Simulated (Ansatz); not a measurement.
In doubt: masses and optical values from hybrid runs of this build are listed as unsure (in some of the runs), which bears on the screening that GW takes from such a start.

Consider MoS2 (layered bulk) (P6_3/mmc).

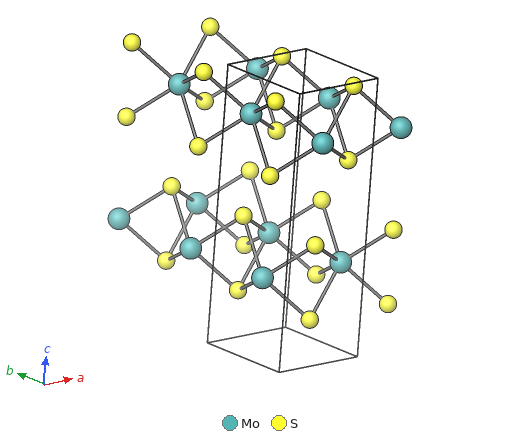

The structure (molybdenum teal, sulfur yellow). 2×3×1 cells are drawn.

Symmetry: P6_3/mmc, No. 194, hexagonal system. Conventional cell: a = 3.109 Å, b = 3.109 Å, c = 11.711 Å, α = 90.00°, β = 90.00°, γ = 120.00°. Nearest to Mo lie 6 S at 2.38 Å. Nearest to S lie 3 Mo at 2.38 Å. Farther neighbours and most contacts between anions are not listed.

```xyz
6
Lattice="3.1091 0.0000 0.0000 -1.5545 2.6925 0.0000 0.0000 0.0000 11.7112" Properties=species:S:1:pos:R:3 pbc="T T T"
Mo    0.0000    1.7950    2.9278
S     1.5545    0.8975    4.4911
S     1.5545    0.8975    1.3645
Mo    1.5545    0.8975    8.7834
S     0.0000    1.7950   10.3466
S     0.0000    1.7950    7.2201
```

The structure was relaxed with PBEsol-D3(BJ). The runs that relaxed it are not among those shown.

Gaps computed with Ansatz 0.2.0 without a self-energy: HSE06 1.11 eV.

Q: What gap should G0W0 on HSE06 give (9×9×2 mesh, 190 empty bands, screening to 90 eV, PAW set soft_1 files)?

About 1.08 eV: on its mesh the run moves the gap from 1.22 eV by −0.04 eV, and the mesh misses the edges by 0.10 eV. Bands and cutoff are finite, so the gap is not at the basis limit. The miss can reach some tenths of an eV and take either sign; the mesh is an error of its own. The many-body steps are scalar-relativistic: spin-orbit coupling is not in them.

[Paths, hosts, dates, memory and timing lines, banners, echoed tables and standing remarks are left out of the program output.]

[Logs are printed without paths, hosts, clocks, repeated set-up lines and the standing remarks that a program may print on its own settings, such as how far it seeks lower states.]

[Runs of the session that timed out or met a known fault of the program may be left out.]

[Cells called generated may have been cut or substituted from an entry of the Crystallography Open Database or the Materials Project.]

[Hosts, paths, dates, database ids (printed as entryN), source tags and the programs' standing remarks are cut or masked in the printed files.]
